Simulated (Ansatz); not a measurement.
Geometry relaxation of Co$_{3}$ (charge −1)

The run: geometry relaxation of Co$_{3}$, charge −1, multiplicity 7. Method and program: UKS r2SCAN-D4/def2-TZVPD (Ansatz 0.2.0).

The geometry: GFN1-xTB start. Figures and captions count atoms from 1; the log counts them from 0 in places.

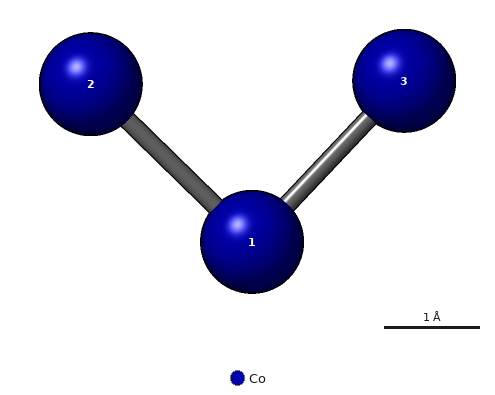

*The starting structure (ball-and-stick view, seen on its broad side; atoms are numbered from 1 in the order of the input). Sticks mark near contacts.*

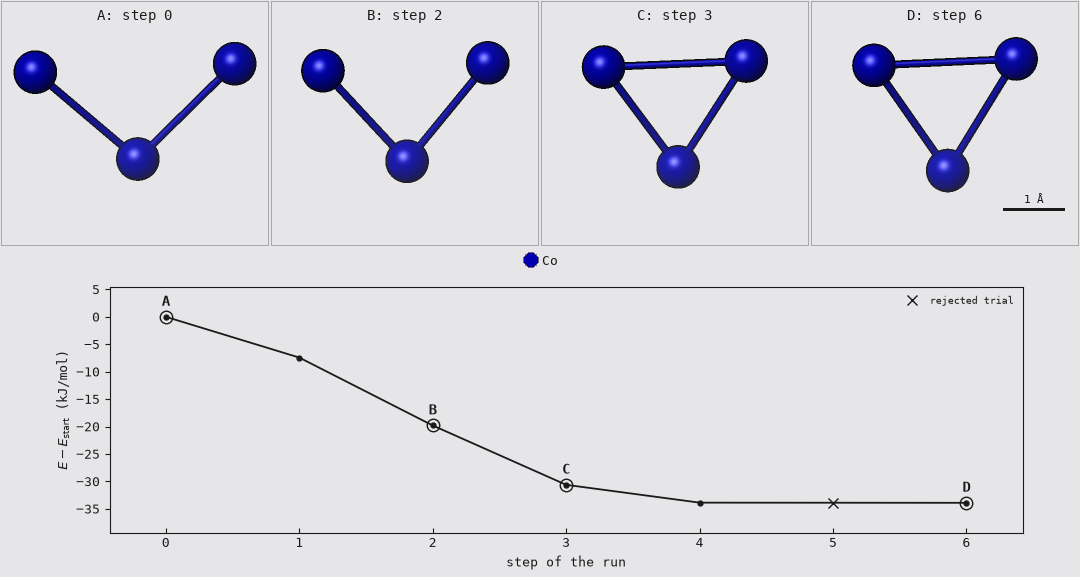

*Frames of the relaxation (ball-and-stick view, seen at a tilt) above the curves, on which the letters mark them (the first geometry is step 0 here and step 1 in the log).*

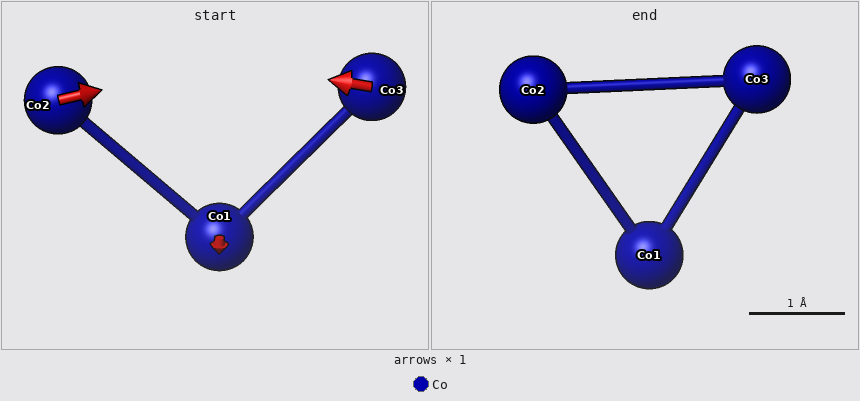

*Before (left) and after (right) the relaxation, at one scale (ball-and-stick view, seen at a tilt). The red arrows give the displacements, at true length.*

The largest moves after the best rigid fit, 0.49 Å, are those of Co2 and Co3. Among the contacts that change: Co2–Co3 3.314 → 2.361 Å, Co1–Co2 2.381 → 2.329 Å, Co1–Co3 2.336 → 2.309 Å. New bonds form: Co2–Co3 (3.31 → 2.36 Å). Among the angles that change: Co2–Co1–Co3 89.3° → 61.2°. The energy falls by 33.9 kJ/mol in 6 geometry steps. The largest force component goes from 0.62 to 0.00071 eV/Å. The line search rejected the trial step at point 5 (counted from 0) and went back. (Atoms are counted from 1 in the order of the input.)

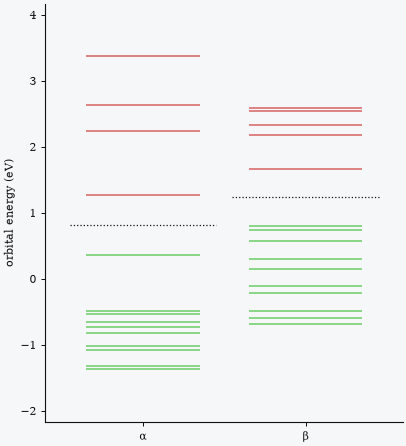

*Orbital energies near the frontier for α and β spins; the dotted line parts filled from empty levels, and levels within 0.02 eV of each other stand side by side.*

α: highest filled 0.35 eV, lowest empty 1.26 eV, 0.91 eV apart; β: highest filled 0.80 eV, lowest empty 1.67 eV, 0.87 eV apart.

The input that produced these results follows, with the program's output.

Input:
```yaml
crystal:
  periodic: [false, false, false]
  atoms:
    - {symbol: Co, position_ang: [0.962100, -0.571420, -0.005950]}
    - {symbol: Co, position_ang: [-1.352930, -1.119560, -0.100550]}
    - {symbol: Co, position_ang: [0.390830, 1.690980, 0.106500]}
basis:
  gaussian: {orbitals: def2-TZVPD}
total_charge: -1
magnetization: {spin_polarized: true, initial_magnetization: 6}
hamiltonian: {xc: r2scan, dispersion: d4}
scf: {lower_state_search: "off"}
output: {orbitals: {seedname: orbitals}}
relax: {f_tol: 0.02, max_steps: 100}
```

Run as:
```bash
ansatz run in.yaml --threads 4 --pin off --events-out ev --progress --plain --max-ram 3916MiB
```

Log:
```
Functional definition: r2SCAN
  name "r2SCAN"
  cite "Furness, Kaplan, Ning, Perdew & Sun, J. Phys. Chem. Lett. 11, 8208 (2020) doi:10.1021/acs.jpclett.0c02405"
  cite "Furness, Kaplan, Ning, Perdew & Sun, J. Phys. Chem. Lett. 11, 9248 (2020) doi:10.1021/acs.jpclett.0c03077"
  parent r2scan
  parameter k0 = 0.174
  parameter k1 = 0.065
  parameter a1 = 4.9479
  exchange = r2scan_x(k0 = k0, k1 = k1, a1 = a1)
  correlation = r2scan_c
these checks for a lower state are left out or cut short: stability, starts, cluster_reference, orbital_swaps, neighbouring_geometries, increment
1389 factors; their error is unknown
mean field evaluation 1: about -112860.6510 eV, gradient 9.0e1 eV
mean field evaluation 2: about -111515.6049 eV, gradient 4.7e2 eV
mean field evaluation 4: about -112310.7710 eV, gradient 3.4e2 eV
mean field evaluation 8: about -112879.8766 eV, gradient 5.0e0 eV
mean field evaluation 16: about -112880.3988 eV, gradient 1.0e-1 eV
mean field evaluation 32: about -112880.4496 eV, gradient 2.6e-1 eV
mean field evaluation 64: about -112880.4653 eV, gradient 7.3e-4 eV
mean field -112880.46534258 eV, -4148.2805882125 hartree, gradient 2.7e-6 eV, S^2 12.638114; 0 other end points of the search recorded, 0 dependent functions left out
the calculation of the forces begins
reference -112880.46537103 eV, -4148.2805892578 hartree; 44, 38 occupied and 100, 106 virtual orbitals, 1389 factors
relax step   1: F+E_penalty+E_count = -112880.48202228 eV  Δ(F+E_penalty+E_count) = +0.000e0 eV  max|allowed force component| = 6.165e-1 eV/Å  Δτ_max = 0.0000 Å  (489 SCF iters, accepted)
these checks for a lower state are left out or cut short: stability, starts, cluster_reference, orbital_swaps, neighbouring_geometries, increment
1389 factors; their error is unknown
mean field -112880.54430931 eV, -4148.2834901861 hartree, gradient 5.9e-6 eV, S^2 12.714634; 0 other end points of the search recorded, 0 dependent functions left out
the calculation of the forces begins
reference -112880.54433760 eV, -4148.2834912258 hartree; 44, 38 occupied and 100, 106 virtual orbitals, 1389 factors
relax step   2: F+E_penalty+E_count = -112880.55899707 eV  Δ(F+E_penalty+E_count) = -7.697e-2 eV  max|allowed force component| = 4.921e-1 eV/Å  Δτ_max = 0.0986 Å  (90 SCF iters, accepted)
these checks for a lower state are left out or cut short: stability, starts, cluster_reference, orbital_swaps, neighbouring_geometries, increment
1389 factors; their error is unknown
mean field evaluation 96: about -112880.6735 eV, gradient 1.7e-2 eV
mean field -112880.67350760 eV, -4148.2882381357 hartree, gradient 1.6e-6 eV, S^2 12.888045; 0 other end points of the search recorded, 0 dependent functions left out
the calculation of the forces begins
reference -112880.67353540 eV, -4148.2882391574 hartree; 44, 38 occupied and 100, 106 virtual orbitals, 1389 factors
relax step   3: F+E_penalty+E_count = -112880.68726055 eV  Δ(F+E_penalty+E_count) = -1.283e-1 eV  max|allowed force component| = 4.427e-1 eV/Å  Δτ_max = 0.1950 Å  (123 SCF iters, accepted)
these checks for a lower state are left out or cut short: stability, starts, cluster_reference, orbital_swaps, neighbouring_geometries, increment
1389 factors; their error is unknown
mean field -112880.78560253 eV, -4148.2923575483 hartree, gradient 4.4e-6 eV, S^2 13.034007; 0 other end points of the search recorded, 0 dependent functions left out
the calculation of the forces begins
reference -112880.78562996 eV, -4148.2923585566 hartree; 44, 38 occupied and 100, 106 virtual orbitals, 1389 factors
relax step   4: F+E_penalty+E_count = -112880.79937144 eV  Δ(F+E_penalty+E_count) = -1.121e-1 eV  max|allowed force component| = 5.911e-1 eV/Å  Δτ_max = 0.1960 Å  (79 SCF iters, accepted)
these checks for a lower state are left out or cut short: stability, starts, cluster_reference, orbital_swaps, neighbouring_geometries, increment
1389 factors; their error is unknown
mean field evaluation 128: about -112880.8193 eV, gradient 8.2e-4 eV
mean field -112880.81929338 eV, -4148.2935956644 hartree, gradient 2.3e-6 eV, S^2 13.055346; 0 other end points of the search recorded, 0 dependent functions left out
the calculation of the forces begins
reference -112880.81932089 eV, -4148.2935966751 hartree; 44, 38 occupied and 100, 106 virtual orbitals, 1389 factors
relax step   5: F+E_penalty+E_count = -112880.83307211 eV  Δ(F+E_penalty+E_count) = -3.370e-2 eV  max|allowed force component| = 4.343e-2 eV/Å  Δτ_max = 0.0719 Å  (66 SCF iters, accepted)
these checks for a lower state are left out or cut short: stability, starts, cluster_reference, orbital_swaps, neighbouring_geometries, increment
1389 factors; their error is unknown
mean field -112880.81917210 eV, -4148.2935912074 hartree, gradient 1.8e-6 eV, S^2 13.053246; 0 other end points of the search recorded, 0 dependent functions left out
the calculation of the forces begins
reference -112880.81919962 eV, -4148.2935922188 hartree; 44, 38 occupied and 100, 106 virtual orbitals, 1389 factors
relax step   6: F+E_penalty+E_count = -112880.83295156 eV  Δ(F+E_penalty+E_count) = +1.206e-4 eV  max|allowed force component| = 5.590e-2 eV/Å  Δτ_max = 0.0166 Å  (58 SCF iters, rejected (line search))
these checks for a lower state are left out or cut short: stability, starts, cluster_reference, orbital_swaps, neighbouring_geometries, increment
1389 factors; their error is unknown
mean field -112880.81961717 eV, -4148.2936075633 hartree, gradient 2.4e-6 eV, S^2 13.054436; 0 other end points of the search recorded, 0 dependent functions left out
the calculation of the forces begins
reference -112880.81964468 eV, -4148.2936085743 hartree; 44, 38 occupied and 100, 106 virtual orbitals, 1389 factors
relax step   7: F+E_penalty+E_count = -112880.83339623 eV  Δ(F+E_penalty+E_count) = -3.241e-4 eV  max|allowed force component| = 7.096e-4 eV/Å  Δτ_max = 0.0074 Å  (57 SCF iters, accepted)
Total energy: -112880.83342374 eV, -4148.2941149454 hartree
Atom 0 at     1.139725    -0.687168    -0.007629 Å, force    -0.000248     0.000178     0.000003 eV/Å
Atom 1 at    -1.188361    -0.659189    -0.069958 Å, force    -0.000283    -0.000710    -0.000048 eV/Å
Atom 2 at     0.048636     1.346357     0.077588 Å, force     0.000531     0.000532     0.000045 eV/Å
Dipole moment:     0.167135     0.054426     0.007671 e Å
Checks for a lower state left out: stability, starts, cluster_reference, orbital_swaps, neighbouring_geometries, increment
```

Trajectory as extended XYZ (Å, eV, eV/Å), 7 frames, from step=1 to step=7:
```
3
Properties=species:S:1:pos:R:3:forces:R:3 step=1 energy=-112880.48202
Co    0.9621   -0.5714   -0.0060   -0.6165   0.3201   0.0012
Co   -1.3529   -1.1196   -0.1006    0.5734   0.2292   0.0287
Co    0.3908    1.6910    0.1065    0.0431  -0.5493  -0.0299
3
Properties=species:S:1:pos:R:3:forces:R:3 step=2 energy=-112880.55900
Co    0.9707   -0.5825   -0.0063   -0.3633   0.2315   0.0031
Co   -1.3045   -1.0339   -0.0944    0.4069   0.2607   0.0259
Co    0.3338    1.6164    0.1007   -0.0436  -0.4921  -0.0291
3
Properties=species:S:1:pos:R:3:forces:R:3 step=3 energy=-112880.68726
Co    0.9902   -0.6041   -0.0070    0.4427  -0.0957   0.0067
Co   -1.2104   -0.8636   -0.0821   -0.2033   0.2583   0.0091
Co    0.2201    1.4676    0.0892   -0.2394  -0.1627  -0.0158
3
Properties=species:S:1:pos:R:3:forces:R:3 step=4 energy=-112880.79937
Co    1.0850   -0.6474   -0.0069    0.5911  -0.4227  -0.0077
Co   -1.1681   -0.6806   -0.0706   -0.4061  -0.0572  -0.0144
Co    0.0831    1.3279    0.0775   -0.1850   0.4799   0.0221
3
Properties=species:S:1:pos:R:3:forces:R:3 step=5 energy=-112880.83307
Co    1.1444   -0.6880   -0.0076   -0.0109  -0.0059  -0.0006
Co   -1.1884   -0.6525   -0.0696   -0.0088  -0.0375  -0.0024
Co    0.0441    1.3405    0.0771    0.0197   0.0434   0.0030
3
Properties=species:S:1:pos:R:3:forces:R:3 step=6 energy=-112880.83295 accepted=F
Co    1.1346   -0.6868   -0.0077    0.0074   0.0135   0.0010
Co   -1.1884   -0.6672   -0.0704    0.0113   0.0424   0.0027
Co    0.0537    1.3539    0.0782   -0.0187  -0.0559  -0.0037
3
Properties=species:S:1:pos:R:3:forces:R:3 step=7 energy=-112880.83340
Co    1.1397   -0.6872   -0.0076   -0.0002   0.0002   0.0000
Co   -1.1884   -0.6592   -0.0700   -0.0003  -0.0007   0.0000
Co    0.0486    1.3464    0.0776    0.0005   0.0005   0.0000
```

Results in brief:

```csv
quantity,value
outcome,converged
total energy,−112880.8334 eV
mean-field energy,−112880.8196 eV
dispersion energy,−0.0138 eV
⟨S²⟩,13.054
HOMO (either spin),0.80 eV
LUMO (either spin),1.26 eV
largest force (length of the vector) at the end,0.001 eV/Å
hardware,"4 threads of Arm Neoverse V2, 23 GiB of memory available, shared host"
wall time,3.8 min (CPU time 15 min)
peak memory,0.53 GiB
```

The highest filled orbital lies above zero: either the extra electron isn't bound at this level, or the self-interaction error of the functional lifts the level.
